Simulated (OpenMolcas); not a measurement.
# OF (Oxygen monofluoride), step by step

Wanted: a series of 15 runs (ROHF/ANO-S-MB, CASSCF(7,5)/ANO-S-VTZP, CASPT2[IPEA 0](7,5)/ANO-S-VTZP, PC-NEVPT2(7,5)/ANO-S-VTZP, MC-PDFT[tBLYP](7,5)/ANO-S-VTZP, CASPT2[IPEA 0.1](7,5)/ANO-S-VTZP, MC-PDFT[ftPBE](7,5)/ANO-S-VTZP, RASPT2(7,5)/ANO-S-VTZP, and more) of FO. 

The results are computed with OpenMolcas 26.06.

### 1 The structure to begin with

The species is OF (2 atoms), meant as a doublet with charge 0. As SMILES, `[O]F`. The shape is that of a PBE0-D4/def2-TZVP optimisation.

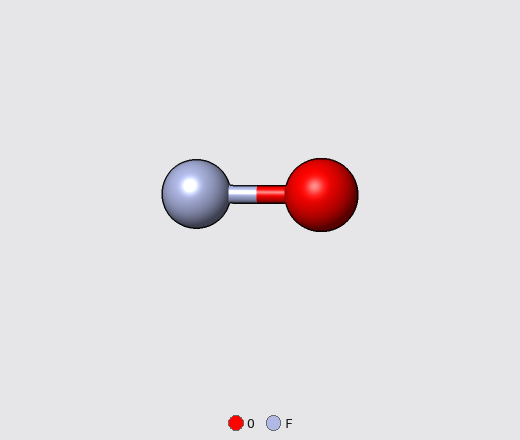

The structure, seen from a chosen angle (oxygen red, fluorine light blue).

### 2 A single-point energy at ROHF/ANO-S-MB (run 1)

coord.xyz reads:

```xyz
2

O      0.000000     0.000000    -0.015950
F      0.000000     0.000000     1.314400
```

step1.inp reads:

```
>>> EXPORT MOLCAS_PRINT=2
&gateway
coord=coord.xyz
basis=ANO-S-MB
group=NoSym
&seward
&scf
uhf
spin=2
prorbitals=1
&rasscf
fileorb=$Project.UnaOrb
spin=2
nactel=1 0 0
inactive=8
ras2=1
outorbitals=Canonical
orblisting=NoCore
```

Command:

```
$ export MOLCAS_MEM=1860
$ pymolcas step1.inp > step1.log
```

Standard output:

```text
--- Start Module: gateway ---
[...]
--- Stop Module: gateway /rc=_RC_ALL_IS_WELL_ ---
[...]
      Basis functions           10
[...]
--- Start Module: scf ---
[...]
       Convergence after  12 Iterations
[...]
::    Total SCF energy                               -174.0821514093
[...]
      Total spin, S                                     0.5062188150
[...]
--- Stop Module: scf /rc=_RC_ALL_IS_WELL_ ---
--- Start Module: rasscf ---
[...]
      Number of active orbitals                  1
[...]
      Spin quantum number                      0.5
[...]
      Active orbitals                            1
[...]
      Number of CSFs                             1
[...]
      Number of root(s) required                 1
[...]
      Convergence after  7 iterations
[...]
      printout of CI-coefficients larger than  0.05 for root  1
      energy=    -174.081014
      conf/sym  1     Coeff  Weight
             1  u   1.00000 1.00000
      Natural orbitals and occupation numbers for root  1
      sym 1:   1.000000
      ************************************************************************************************************************
      *                                                    Final results                                                     *
[...]
::    RASSCF root number  1 Total energy:   -174.08101389
[...]
      Total electronic charge=   17.000000
      Total            charge=   -0.000000
[...]
      Dipole Moment (debye):
      Origin of the operator (angstrom)=    0.0000    0.0000    0.7063
                   X=  4.5950E-14               Y=  1.1481E-13               Z= -3.0363E-01           Total=  3.0363E-01
      Quadrupole Moment (debye*angstrom):
[...]
--- Stop Module: rasscf /rc=_RC_ALL_IS_WELL_ ---
[...]
```

Run time: 2.6 s. Hardware: 1 thread of Arm Neoverse V1, shared host; peak memory 0.37 GiB.

### 3 The vertical excitations at CASSCF(7,5)/ANO-S-VTZP (6 states averaged) (run 2)

coord.xyz is that of step 2.

step2.input reads:

```
* FO CASSCF
>>> EXPORT MOLCAS_PRINT=2

&gateway
 coord=coord.xyz
 basis=ANO-S-MB
 group=NoSym

&seward

&rasscf
 fileorb=$CurrDir/step1.RasOrb
 alter=1
 1 4 6
 spin=2
 nactel=7 0 0
 inactive=5
 ras2=5
 ciroot=6 6 1
 orblisting=Nothing
>>> COPY $Project.RunFile RUNFIL1
>>> COPY $Project.RasOrb INPORB

&gateway
 coord=coord.xyz
 basis=ANO-S-VTZP
 group=NoSym

&seward
>>> COPY $Project.RunFile RUNFIL2

&expbas

&rasscf
 fileorb=$Project.ExpOrb
 spin=2
 nactel=7 0 0
 inactive=5
 ras2=5
 ciroot=6 6 1
 orblisting=NoCore
```

Command:

```
$ export MOLCAS_MEM=1860
$ pymolcas step2.input > step2.log
```

Standard output:

```text
--- Start Module: gateway ---
[...]
--- Stop Module: gateway /rc=_RC_ALL_IS_WELL_ ---
[...]
      Basis functions           10
[...]
      Number of active orbitals                  5
[...]
      Spin quantum number                      0.5
[...]
      Active orbitals                            5
[...]
      Number of CSFs                            40
[...]
      Number of root(s) required                 6
[...]
      Convergence after 12 iterations
[...]
      printout of CI-coefficients larger than  0.05 for root  1
      energy=    -174.123013
      conf/sym  11111     Coeff  Weight
             3  22u20   0.97852 0.95750
            27  2uu2d  -0.09946 0.00989
            35  20u22   0.16459 0.02709
[...]
      Natural orbitals and occupation numbers for root  1
      sym 1:   1.997956   1.937156   1.000000   1.998005   0.066883
      Natural orbitals and occupation numbers for root  2
      sym 1:   1.997956   1.937156   1.998005   1.000000   0.066883
      Natural orbitals and occupation numbers for root  3
      sym 1:   1.975585   1.003643   1.989959   1.989959   0.040855
[...]
::    RASSCF root number  1 Total energy:   -174.12301323
::    RASSCF root number  2 Total energy:   -174.12301322
[...]
      Basis functions           46
[...]
      Convergence after  9 iterations
[...]
      Natural orbitals and occupation numbers for root  3
      sym 1:   1.975136   1.004600   1.987738   1.987738   0.044788
      Natural orbitals and occupation numbers for root  4
      sym 1:   2.000000   2.000000   1.000000   1.000000   1.000000
      Natural orbitals and occupation numbers for root  5
      sym 1:   2.000000   2.000000   1.000000   1.000000   1.000000
      Natural orbitals and occupation numbers for root  6
      sym 1:   2.000000   2.000000   1.000000   1.000000   1.000000
      ************************************************************************************************************************
      *                                                    Final results                                                     *
[...]
::    RASSCF root number  3 Total energy:   -173.94738458
::    RASSCF root number  4 Total energy:   -173.94148333
::    RASSCF root number  5 Total energy:   -173.92308653
::    RASSCF root number  6 Total energy:   -173.92308653
[...]
      Total electronic charge=   17.000000
      Total            charge=   -0.000000
[...]
      Dipole Moment (debye):
      Origin of the operator (angstrom)=    0.0000    0.0000    0.7063
                   X= -2.8811E-12               Y=  8.4539E-13               Z= -1.0712E+00           Total=  1.0712E+00
      Quadrupole Moment (debye*angstrom):
[...]
```

It took 7.5 s on 1 thread of Arm Neoverse V1, shared host; peak memory 0.38 GiB.

The roots found:

```csv
excited state,energy (eV)
1,7.329
2,7.489
3,7.990
4,7.990
```

Runs 3 to 9 aren't shown in full; the table further down has their settings and results.

### 4 The vertical excitations at CASPT2[IPEA 0](7,5)/ANO-S-VTZP (ipea shift 0 Eh, pt2 variant SS, real shift 0.3 Eh, 6 states averaged) (run 10)

coord.xyz is that of step 3.

step10.input reads:

```
>>> EXPORT MOLCAS_PRINT=2
&GATEWAY
Coord
coord.xyz
Basis
ANO-S-VTZP
Group
NoSym
&SEWARD
&RASSCF
FileOrb
$CurrDir/step2.RasOrb
Spin
2
Nactel
7 0 0
Inactive
5
Ras2
5
CIRoot
6 6 1
OrbListing
NoCore
&CASPT2
Multistate
all
NoMultistate
IPEA
0
Shift
0.3
```

Command:

```
$ export MOLCAS_MEM=1860
$ pymolcas step10.input > step10.log
```

Standard output:

```text
--- Start Module: gateway ---
[...]
--- Stop Module: gateway /rc=_RC_ALL_IS_WELL_ ---
[...]
      Basis functions           46
[...]
--- Start Module: rasscf ---
[...]
      Number of active orbitals                  5
[...]
      Spin quantum number                      0.5
[...]
      Active orbitals                            5
[...]
      Number of CSFs                            40
[...]
      Number of root(s) required                 6
[...]
      Convergence after  4 iterations
[...]
      printout of CI-coefficients larger than  0.05 for root  1
      energy=    -174.216704
      conf/sym  11111     Coeff  Weight
             3  22u20   0.97996 0.96032
            27  2uu2d  -0.08953 0.00802
            35  20u22   0.15932 0.02538
[...]
      Natural orbitals and occupation numbers for root  1
      sym 1:   1.997537   1.940791   1.000000   1.997738   0.063935
      Natural orbitals and occupation numbers for root  2
      sym 1:   1.997537   1.940791   1.997738   1.000000   0.063935
      Natural orbitals and occupation numbers for root  3
      sym 1:   1.975135   1.004598   1.987740   1.987740   0.044786
      Natural orbitals and occupation numbers for root  4
      sym 1:   2.000000   2.000000   1.000000   1.000000   1.000000
      Natural orbitals and occupation numbers for root  5
      sym 1:   2.000000   2.000000   1.000000   1.000000   1.000000
      Natural orbitals and occupation numbers for root  6
      sym 1:   2.000000   2.000000   1.000000   1.000000   1.000000
      ************************************************************************************************************************
      *                                                    Final results                                                     *
[...]
::    RASSCF root number  1 Total energy:   -174.21670398
::    RASSCF root number  2 Total energy:   -174.21670398
[...]
      Total electronic charge=   17.000000
      Total            charge=   -0.000000
[...]
      Dipole Moment (debye):
      Origin of the operator (angstrom)=    0.0000    0.0000    0.7063
                   X= -3.4086E-12               Y=  1.0138E-12               Z= -1.0712E+00           Total=  1.0712E+00
      Quadrupole Moment (debye*angstrom):
[...]
--- Stop Module: rasscf /rc=_RC_ALL_IS_WELL_ ---
[...]
--- Start Module: caspt2 ---
[...]
::    CASPT2 Root  3     Total energy:   -174.32016267
::    CASPT2 Root  4     Total energy:   -174.36685621
::    CASPT2 Root  5     Total energy:   -174.35272116
::    CASPT2 Root  6     Total energy:   -174.35272116
[...]
--- Stop Module: caspt2 /rc=_RC_ALL_IS_WELL_ ---
[...]
```

It took 4.8 s on 1 thread of Arm Neoverse V1, shared host; peak memory 0.38 GiB.

The roots found:

```csv
excited state,energy (eV)
1,7.612
2,6.341
3,6.726
4,6.726
```

Runs 11 to 14 aren't shown in full; the table further down has their settings and results.

### 5 A geometry optimisation at CASSCF(7,5)/ANO-S-VTZP (root 2, 6 states averaged) (run 15)

coord.xyz is that of step 4.

step15.input reads:

```
* FO CASSCF
>>> EXPORT MOLCAS_PRINT=2

&GATEWAY
 Coord = coord.xyz
 Basis = ANO-S-VTZP
 Group = NoSym
>>> COPY $CurrDir/step2.RasOrb $Project.RasOrb
>>> EXPORT MOLCAS_MAXITER=40
>>> Do While

&SEWARD

&RASSCF
 FileOrb = $Project.RasOrb
 Spin = 2
 Nactel = 7 0 0
 Inactive = 5
 Ras2 = 5
 CIRoot = 6 6 1
 RlxRoot = 2
 OrbListing = Nothing

&SLAPAF
>>> EndDo
```

Command:

```
$ export MOLCAS_MEM=1860
$ pymolcas step15.input > step15.log
```

Standard output:

```text
--- Start Module: gateway ---
[...]
--- Stop Module: gateway /rc=_RC_ALL_IS_WELL_ ---
[...]
      Basis functions           46
[...]
      Number of active orbitals                  5
[...]
      Spin quantum number                      0.5
[...]
      Active orbitals                            5
[...]
      Number of CSFs                            40
[...]
      Number of root(s) required                 6
[...]
      Convergence after  4 iterations
[...]
      printout of CI-coefficients larger than  0.05 for root  1
      energy=    -174.216704
      conf/sym  11111     Coeff  Weight
             3  22u20   0.97996 0.96032
            27  2uu2d  -0.08953 0.00802
            35  20u22   0.15932 0.02538
[...]
      Natural orbitals and occupation numbers for root  1
      sym 1:   1.997537   1.940791   1.000000   1.997738   0.063935
      Natural orbitals and occupation numbers for root  2
      sym 1:   1.997537   1.940791   1.997738   1.000000   0.063935
      Natural orbitals and occupation numbers for root  3
      sym 1:   1.975135   1.004598   1.987740   1.987740   0.044786
[...]
::    RASSCF root number  1 Total energy:   -174.21670398
::    RASSCF root number  2 Total energy:   -174.21670398
[...]
--- Start Module: slapaf ---
[...]
      Convergence after  4 iterations
[...]
      Natural orbitals and occupation numbers for root  3
      sym 1:   2.000000   2.000000   1.000000   1.000000   1.000000
      Natural orbitals and occupation numbers for root  4
      sym 1:   1.988464   1.062700   1.881682   1.881682   0.185471
      Natural orbitals and occupation numbers for root  5
      sym 1:   2.000000   2.000000   1.000000   1.000000   1.000000
      Natural orbitals and occupation numbers for root  6
      sym 1:   2.000000   2.000000   1.000000   1.000000   1.000000
      ************************************************************************************************************************
      *                                                    Final results                                                     *
[...]
::    RASSCF root number  3 Total energy:   -174.03389879
::    RASSCF root number  4 Total energy:   -174.00239376
::    RASSCF root number  5 Total energy:   -173.99311217
::    RASSCF root number  6 Total energy:   -173.99311217
[...]
      Total electronic charge=   17.000000
      Total            charge=   -0.000000
[...]
      Dipole Moment (debye):
      Origin of the operator (angstrom)=    0.0000    0.0000    0.7117
                   X= -1.4164E-10               Y=  4.9907E-11               Z= -1.1352E+00           Total=  1.1352E+00
      Quadrupole Moment (debye*angstrom):
[...]
```

Wall time 18 s (1 thread of Arm Neoverse V1, shared host); peak memory 0.38 GiB.

The path in brief:

```csv
step,energy from the first frame kept (eV),largest force (eV/Å)
0,0.0000,3.7685
1,-0.1386,1.8742
2,-0.2017,0.1015
3,-0.2020,0.0014
```

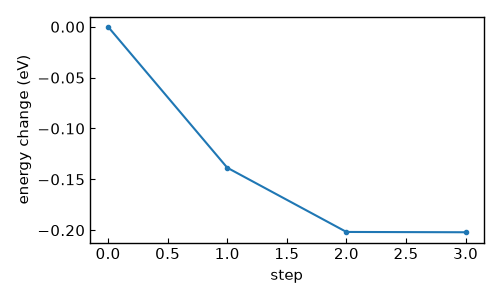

Energy along the run.

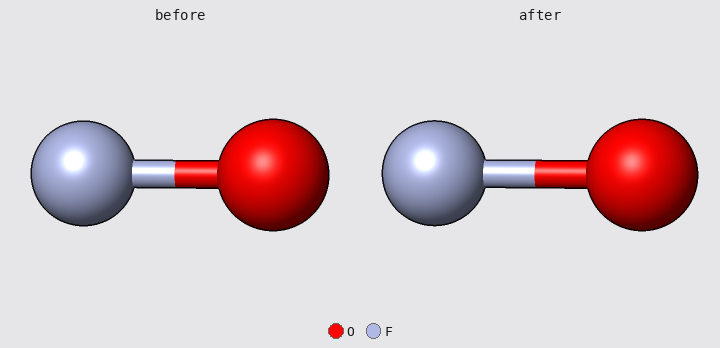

Before and after, at one scale.

After the run. Bond lengths: O1–F2 1.455 Å.

The roots found:

```
excited state  energy (eV)
            1        5.176
            2        6.034
            3        6.286
            4        6.286
```

### 6 All runs side by side

```
run                                                                                                        level  swaps      task     partner  energy (Eh)  dipole moment (D) of the reference  wall time
  1                                                                                                ROHF/ANO-S-MB      –    energy        base  -174.081014                                0.30      2.6 s
  2                                                                   CASSCF(7,5)/ANO-S-VTZP (6 states averaged)      1   excited        base  -174.216705                                0.15      7.5 s
  3  CASPT2[IPEA 0](7,5)/ANO-S-VTZP (casscf thresholds set, ipea shift 0 Eh, pt2 variant XDW, 6 states averaged)      0   excited        base  -174.613222                                0.15      4.8 s
  4                                                                   CASSCF(7,5)/ANO-S-VTZP (6 states averaged)      0   excited        base  -174.216704                                0.15      3.9 s
  5                                      PC-NEVPT2(7,5)/ANO-S-VTZP (pt2 variant QD-PC-NEVPT2, 6 states averaged)      0   excited        base  -174.588998                                0.15      4.5 s
  6                                                           MC-PDFT[tBLYP](7,5)/ANO-S-VTZP (6 states averaged)      0   excited        base  -174.894159                                   –      5.1 s
  7  CASPT2[IPEA 0.1](7,5)/ANO-S-VTZP (ipea shift 0.1 Eh, pt2 variant XMS, real shift 0.1 Eh, 6 states averaged)      0   excited        base  -174.613030                                0.15      4.8 s
  8                                                           CASSCF(7,5)/ANO-S-VTZP (root 5, 6 states averaged)      0  gradient        base  -173.923087                                   –      4.8 s
  9                                                           MC-PDFT[ftPBE](7,5)/ANO-S-VTZP (6 states averaged)      0   excited        base  -174.789892                                0.15      5.1 s
 10       CASPT2[IPEA 0](7,5)/ANO-S-VTZP (ipea shift 0 Eh, pt2 variant SS, real shift 0.3 Eh, 6 states averaged)      0   excited        base  -174.599890                                0.15      4.8 s
 11     CASPT2[IPEA 0](7,5)/ANO-S-VTZP (ipea shift 0 Eh, pt2 variant XDW, 6 states averaged, weight exponent 50)      0   excited        base  -174.615005                                0.15      4.8 s
 12                               RASPT2(7,5)/ANO-S-VTZP (ipea shift 0.25 Eh, pt2 variant SS, 6 states averaged)      0   excited        base  -174.597384                                0.15      5.4 s
 13                                                                            MC-PDFT[ftrevPBE](7,5)/ANO-S-VTZP      0    energy  other spin  -174.732538                                1.60      2.6 s
 14                                                                                       CASSCF(7,5)/ANO-S-VTZP      0  optimise        base  -174.242247                                0.10       11 s
 15                                                           CASSCF(7,5)/ANO-S-VTZP (root 2, 6 states averaged)      0  optimise        base  -174.224128                                   –       18 s
```

### 7 Outcome

| quantity | value |
| --- | --- |
| run 15, CASSCF(7,5)/ANO-S-VTZP: energy of the lowest of 6 roots | -174.22413 Eh |
| run 15, CASSCF(7,5)/ANO-S-VTZP: bond length | 1.455 Å |
| run 15, CASSCF(7,5)/ANO-S-VTZP: lowest excitation energy within this active space | 5.18 eV |

**Reading.** In run 1 the basis is minimal, so the values are rough. All runs together took 90 s, the longest 18 s.
